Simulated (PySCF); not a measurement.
# CH₅ClOSi: electronic excitations at several levels of theory, part 2 of 2

PySCF 2.14.0. Atoms count from 0.

### Step 6. TDDFT and polarisability: PBE0/def2-TZVP

The job: settings as JSON, then the geometry in Å.

```
{"job": {"kind": "uv", "xc": "PBE0", "basis": "def2-TZVP"}, "charge": 0, "multiplicity": 1}
C     -0.023549     2.515078    -1.122275
O      1.289343     2.889105    -1.440053
Si     2.649250     2.159852    -0.854116
Cl     4.245643     3.082384    -1.754275
H     -0.251586     1.486359    -1.456025
H     -0.223108     2.577961    -0.036831
H     -0.715582     3.199696    -1.634144
H      2.676588     0.712662    -1.209050
H      2.767968     2.343611     0.619681
```

Level: TDDFT PBE0/def2-TZVP, vertical, gas phase, core orbitals frozen in the response.

Standard output:

```text
coarse grid: 8520 points
cycle   1  E = -865.6955983825  dE =  2.643e-01  |g| = 6.617e-01  |ddm| = 2.148e+00
cycle   2  E = -865.5474459020  dE =  1.482e-01  |g| = 1.108e+00  |ddm| = 1.032e+00
cycle   3  E = -865.7741323176  dE = -2.267e-01  |g| = 7.879e-02  |ddm| = 6.999e-01
cycle   4  E = -865.7751370624  dE = -1.005e-03  |g| = 3.726e-02  |ddm| = 8.249e-02
cycle   5  E = -865.7754314140  dE = -2.944e-04  |g| = 5.819e-03  |ddm| = 3.210e-02
cycle   6  E = -865.7754386318  dE = -7.218e-06  |g| = 1.776e-03  |ddm| = 5.038e-03
final grid: 72952 points
cycle   7  E = -865.7736549462  dE = -2.212e-05  |g| = 9.161e-03  |ddm| = 2.295e-02
cycle   8  E = -865.7736393182  dE =  1.563e-05  |g| = 1.304e-02  |ddm| = 1.032e-02
cycle   9  E = -865.7736694850  dE = -3.017e-05  |g| = 1.320e-03  |ddm| = 6.561e-03
cycle  10  E = -865.7736698239  dE = -3.389e-07  |g| = 1.671e-04  |ddm| = 8.392e-04
cycle  11  E = -865.7736698303  dE = -6.368e-09  |g| = 3.538e-05  |ddm| = 1.237e-04
cycle  12  E = -865.7736698306  dE = -2.656e-10  |g| = 1.222e-05  |ddm| = 3.649e-05
converged SCF energy = -865.7736698306

Static polarisability (au): isotropic 52.243, principal 45.735 47.390 63.604

Singlet excitations
state   eV       nm        f      main configurations
  1   7.1531    173.3   0.00401   H->L 0.97
  2   7.5347    164.6   0.00169   H->L+1 0.97
  3   7.8823    157.3   0.00541   H-1->L 0.95
  4   8.0722    153.6   0.03032   H-2->L 0.94
  5   8.2303    150.6   0.00046   H-1->L+1 0.97
  6   8.3294    148.9   0.01668   H-3->L 0.88
  7   8.4580    146.6   0.03880   H-2->L+1 0.97
  8   8.7512    141.7   0.13162   H->L+2 0.95
  9   8.7698    141.4   0.02792   H-3->L+1 0.85
 10   9.1984    134.8   0.00012   H->L+3 0.88

Triplet excitations (Tamm-Dancoff, eV): 6.8244 7.2019 7.5799 7.6397
```

It took 14 s on 1 thread of Arm Neoverse V2, shared host; peak memory 0.73 GiB.

This run: HOMO -8.42 eV, LUMO 0.23 eV; lowest singlet 7.15 eV.

### Step 7. Excited states and response: PBE0/aug-cc-pVDZ

Settings changed since step 6:

```diff
@@ -1,2 +1,2 @@
-{"job": {"kind": "uv", "xc": "PBE0", "basis": "def2-TZVP"}, "charge": 0, "multiplicity": 1}
+{"job": {"kind": "uv", "xc": "PBE0", "basis": "aug-cc-pVDZ"}, "charge": 0, "multiplicity": 1}
 C     -0.023549     2.515078    -1.122275
```

Method: TDDFT PBE0/aug-cc-pVDZ, vertical, gas phase, core orbitals frozen in the response.

Standard output:

```text
coarse grid: 8520 points
cycle   1  E = -865.6199608657  dE =  3.103e-01  |g| = 6.166e-01  |ddm| = 5.917e+00
cycle   2  E = -865.4781432954  dE =  1.418e-01  |g| = 1.048e+00  |ddm| = 2.240e+00
cycle   3  E = -865.6952462951  dE = -2.171e-01  |g| = 7.417e-02  |ddm| = 1.326e+00
cycle   4  E = -865.6963083540  dE = -1.062e-03  |g| = 3.241e-02  |ddm| = 2.131e-01
cycle   5  E = -865.6966146299  dE = -3.063e-04  |g| = 4.453e-03  |ddm| = 7.752e-02
cycle   6  E = -865.6966200401  dE = -5.410e-06  |g| = 8.552e-04  |ddm| = 8.365e-03
final grid: 72952 points
cycle   7  E = -865.7107757204  dE = -5.625e-06  |g| = 7.524e-03  |ddm| = 5.715e-02
cycle   8  E = -865.7107653172  dE =  1.040e-05  |g| = 1.064e-02  |ddm| = 2.487e-02
cycle   9  E = -865.7107868970  dE = -2.158e-05  |g| = 1.146e-03  |ddm| = 1.392e-02
cycle  10  E = -865.7107871963  dE = -2.993e-07  |g| = 6.749e-05  |ddm| = 1.791e-03
cycle  11  E = -865.7107871975  dE = -1.141e-09  |g| = 2.263e-05  |ddm| = 2.053e-04
cycle  12  E = -865.7107871976  dE = -1.446e-10  |g| = 5.619e-06  |ddm| = 7.440e-05
converged SCF energy = -865.7107871976

Static polarisability (au): isotropic 57.734, principal 50.448 52.797 69.958

Singlet excitations
state   eV       nm        f      main configurations
  1   6.8549    180.9   0.01574   H->L 0.89
  2   7.1757    172.8   0.00035   H->L+1 0.65, H->L+2 0.28
  3   7.4814    165.7   0.02421   H->L+2 0.52, H->L+1 0.23, H-1->L 0.10
  4   7.6269    162.6   0.03125   H-1->L 0.68, H-1->L+1 0.10
  5   7.7317    160.4   0.04264   H-2->L 0.92
  6   7.9202    156.5   0.00096   H->L+3 0.64, H-1->L+1 0.30
  7   7.9547    155.9   0.00306   H-1->L+1 0.34, H-1->L+2 0.29, H->L+3 0.22
  8   8.0226    154.5   0.01670   H-3->L 0.72, H-3->L+1 0.16
  9   8.1064    152.9   0.03286   H-2->L+1 0.62, H-2->L+2 0.29
 10   8.1589    152.0   0.03779   H->L+4 0.97

Triplet excitations (Tamm-Dancoff, eV): 6.6027 6.8947 7.2305 7.3203
```

Wall time 12 s (1 thread of Arm Neoverse V2, shared host); peak memory 0.64 GiB.

In short: HOMO -8.40 eV, LUMO -0.29 eV; lowest singlet 6.85 eV.

### Step 8. TDDFT and polarisability: PBE0/def2-TZVPD

Settings changed since step 7:

```diff
@@ -1,2 +1,2 @@
-{"job": {"kind": "uv", "xc": "PBE0", "basis": "aug-cc-pVDZ"}, "charge": 0, "multiplicity": 1}
+{"job": {"kind": "uv", "xc": "PBE0", "basis": "def2-TZVPD"}, "charge": 0, "multiplicity": 1}
 C     -0.023549     2.515078    -1.122275
```

Level: TDDFT PBE0/def2-TZVPD, vertical, gas phase, core orbitals frozen in the response.

Standard output:

```text
coarse grid: 8520 points
cycle   1  E = -865.6974024182  dE =  2.649e-01  |g| = 6.606e-01  |ddm| = 2.336e+00
cycle   2  E = -865.5437235075  dE =  1.537e-01  |g| = 1.119e+00  |ddm| = 1.095e+00
cycle   3  E = -865.7756559759  dE = -2.319e-01  |g| = 8.122e-02  |ddm| = 6.712e-01
cycle   4  E = -865.7767295165  dE = -1.074e-03  |g| = 3.864e-02  |ddm| = 9.138e-02
cycle   5  E = -865.7770504286  dE = -3.209e-04  |g| = 5.905e-03  |ddm| = 3.601e-02
cycle   6  E = -865.7770577424  dE = -7.314e-06  |g| = 1.790e-03  |ddm| = 6.447e-03
final grid: 72952 points
cycle   7  E = -865.7752801906  dE = -2.367e-05  |g| = 9.196e-03  |ddm| = 8.696e-02
cycle   8  E = -865.7752640365  dE =  1.615e-05  |g| = 1.318e-02  |ddm| = 1.138e-02
cycle   9  E = -865.7752948258  dE = -3.079e-05  |g| = 1.357e-03  |ddm| = 6.790e-03
cycle  10  E = -865.7752951866  dE = -3.608e-07  |g| = 1.673e-04  |ddm| = 9.676e-04
cycle  11  E = -865.7752951930  dE = -6.380e-09  |g| = 3.726e-05  |ddm| = 1.555e-04
cycle  12  E = -865.7752951933  dE = -2.979e-10  |g| = 1.290e-05  |ddm| = 4.897e-05
converged SCF energy = -865.7752951933

Static polarisability (au): isotropic 57.888, principal 50.829 53.095 69.739

Singlet excitations
state   eV       nm        f      main configurations
  1   6.9593    178.2   0.00942   H->L 0.94
  2   7.2707    170.5   0.00050   H->L+1 0.86, H->L+2 0.09
  3   7.6581    161.9   0.00018   H-1->L 0.73, H->L+2 0.17
  4   7.7747    159.5   0.05639   H->L+2 0.67, H-1->L 0.16, H->L+1 0.10
  5   7.8279    158.4   0.03468   H-2->L 0.94
  6   7.9771    155.4   0.00079   H-1->L+1 0.86, H-1->L+2 0.08
  7   8.1011    153.0   0.01408   H-3->L 0.83, H-3->L+1 0.10
  8   8.1871    151.4   0.03794   H-2->L+1 0.87, H-2->L+2 0.08
  9   8.2655    150.0   0.00001   H->L+3 0.77, H-1->L+2 0.19
 10   8.4766    146.3   0.00702   H-1->L+2 0.66, H->L+3 0.18

Triplet excitations (Tamm-Dancoff, eV): 6.6686 6.9798 7.3815 7.4534
```

Wall time 20 s (1 thread of Arm Neoverse V2, shared host); peak memory 0.79 GiB.

Key values: HOMO -8.46 eV, LUMO -0.12 eV; lowest singlet 6.96 eV.

### Step 9. TDDFT and polarisability: PBE0/6-31+G*

Settings changed since step 8:

```diff
@@ -1,2 +1,2 @@
-{"job": {"kind": "uv", "xc": "PBE0", "basis": "def2-TZVPD"}, "charge": 0, "multiplicity": 1}
+{"job": {"kind": "uv", "xc": "PBE0", "basis": "6-31+G*"}, "charge": 0, "multiplicity": 1}
 C     -0.023549     2.515078    -1.122275
```

Method: TDDFT PBE0/6-31+G*, vertical, gas phase, core orbitals frozen in the response.

Standard output:

```text
coarse grid: 8520 points
cycle   1  E = -865.6265923446  dE =  2.898e-01  |g| = 6.058e-01  |ddm| = 2.597e+00
cycle   2  E = -865.4978255262  dE =  1.288e-01  |g| = 1.012e+00  |ddm| = 1.443e+00
cycle   3  E = -865.7015297687  dE = -2.037e-01  |g| = 7.147e-02  |ddm| = 9.160e-01
cycle   4  E = -865.7025763109  dE = -1.047e-03  |g| = 2.979e-02  |ddm| = 1.291e-01
cycle   5  E = -865.7028468799  dE = -2.706e-04  |g| = 3.203e-03  |ddm| = 5.155e-02
cycle   6  E = -865.7028494503  dE = -2.570e-06  |g| = 5.639e-04  |ddm| = 5.384e-03
final grid: 72952 points
cycle   7  E = -865.6582955611  dE = -4.140e-06  |g| = 7.596e-03  |ddm| = 1.696e-02
cycle   8  E = -865.6582850308  dE =  1.053e-05  |g| = 1.073e-02  |ddm| = 1.172e-02
cycle   9  E = -865.6583072295  dE = -2.220e-05  |g| = 1.101e-03  |ddm| = 7.200e-03
cycle  10  E = -865.6583075061  dE = -2.766e-07  |g| = 5.178e-05  |ddm| = 9.419e-04
cycle  11  E = -865.6583075067  dE = -6.378e-10  |g| = 2.192e-05  |ddm| = 1.099e-04
converged SCF energy = -865.6583075067

Static polarisability (au): isotropic 49.016, principal 42.917 44.408 59.723

Singlet excitations
state   eV       nm        f      main configurations
  1   6.9503    178.4   0.01022   H->L 0.94
  2   7.3110    169.6   0.00162   H->L+1 0.92
  3   7.6107    162.9   0.00063   H-1->L 0.85
  4   7.7643    159.7   0.06403   H->L+2 0.85
  5   7.8260    158.4   0.04881   H-2->L 0.94
  6   8.0051    154.9   0.00066   H-1->L+1 0.92
  7   8.0141    154.7   0.01393   H-3->L 0.88
  8   8.1989    151.2   0.03736   H-2->L+1 0.92
  9   8.2589    150.1   0.00002   H->L+3 0.75, H-1->L+2 0.21
 10   8.4553    146.6   0.00186   H-1->L+2 0.72, H->L+3 0.20

Triplet excitations (Tamm-Dancoff, eV): 6.7201 7.0333 7.3442 7.4780
```

Run time: 5.8 s. Hardware: 1 thread of Arm Neoverse V2, shared host; peak memory 0.46 GiB.

In short: HOMO -8.49 eV, LUMO -0.20 eV; lowest singlet 6.95 eV.

### Step 10. Comparing the runs: electronic excitations

Excitations and ground-state properties, with basis size and wall time:

```tsv
run	lowest singlet (eV)	brightest (eV)	f	gap (eV)	α (Å³)	μ (D)	functions	time
wB97X-D/def2-SVPD	7.34	8.47	0.059	12.10	8.36	2.55	134	62 s
LC-wPBE/def2-SVPD	7.67	8.85	0.065	13.21	8.20	2.63	134	72 s
PBE0/6-31G*	7.22	9.93	0.070	8.76	6.39	2.86	74	4.5 s
PBE0/def2-SVP	7.40	9.28	0.135	8.97	6.58	2.50	89	5.4 s
PBE0/def2-TZVP	7.15	8.75	0.132	8.66	7.74	2.33	166	14 s
PBE0/aug-cc-pVDZ	6.85	7.73	0.043	8.11	8.56	2.42	145	12 s
PBE0/def2-TZVPD	6.96	7.77	0.056	8.34	8.58	2.34	211	20 s
PBE0/6-31+G*	6.95	7.76	0.064	8.29	7.26	2.82	90	5.8 s
```

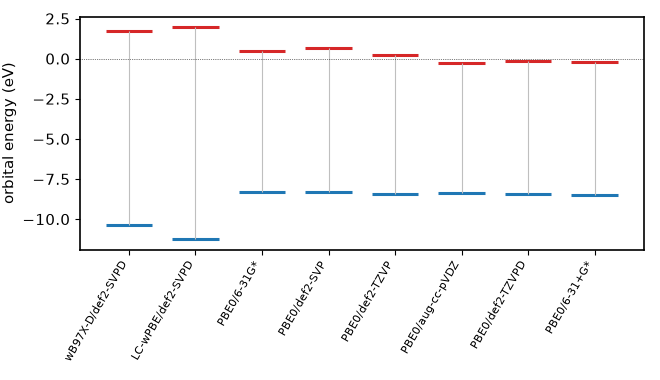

HOMO (blue) and LUMO (red) run by run.

### Step 11. Summary of results

The summary covers parts 1 to 2.

| quantity | value |
| --- | --- |
| lowest singlet (wB97X-D/def2-SVPD) | 7.34 eV (169 nm), f = 0.008 |
| brightest single state of those computed | state 5, 8.47 eV, f = 0.059 |
| lowest triplet | 7.11 eV |
| vertical ionisation energy (ΔSCF) | 10.77 eV |
| range of the lowest singlet | 6.85 to 7.67 eV |

Single values in the summary come from the first sound run of each kind (wB97X-D/def2-SVPD), which need not be the best level. The lowest singlet, at 7.34 eV, is HOMO→LUMO 0.88 and is weak; of the 10 states computed, the strongest absorption comes from state 5 at 8.47 eV (the last state computed absorbs too, and its partners may lie past the list). The lowest triplet lies 0.23 eV below the lowest singlet (triplets in Tamm-Dancoff, singlets in full TDDFT). ΔSCF puts the ionisation energy at 10.77 eV, 0.37 eV above −ε(HOMO). The lowest singlet runs from 6.85 eV (PBE0/aug-cc-pVDZ) to 7.67 eV (LC-wPBE/def2-SVPD), while the orbital gap spans 8.11 to 13.21 eV. The lowest state need not be the same one in every run. The runs solved for a few states only, so the brightest column depends on that window.
